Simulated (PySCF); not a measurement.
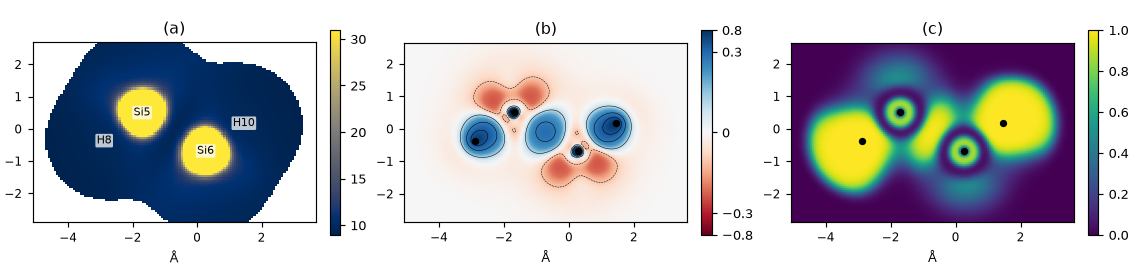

C2H8Si2, SMILES `C#C.[SiH3][SiH3]`. Three fields in the plane of Si5, Si6, H8 and H10. (b): blue positive, red negative.

Method: TPSS/6-31+G*; geometry: an unrelaxed start of a pair search; program: PySCF.

The panels show, in some order, the electron localisation function (ELF), deformation density and average local ionisation energy. Which is which?

(a) is the average local ionisation energy: it is high near the heavier nuclei and lowest where loosely bound electrons reach out. (b) is the deformation density: it has both signs, with gains where valence electrons gather and losses around them. (c) is the electron localisation function (ELF): it runs from 0 to 1 and is close to 1 over wide basins that fill the valence regions.
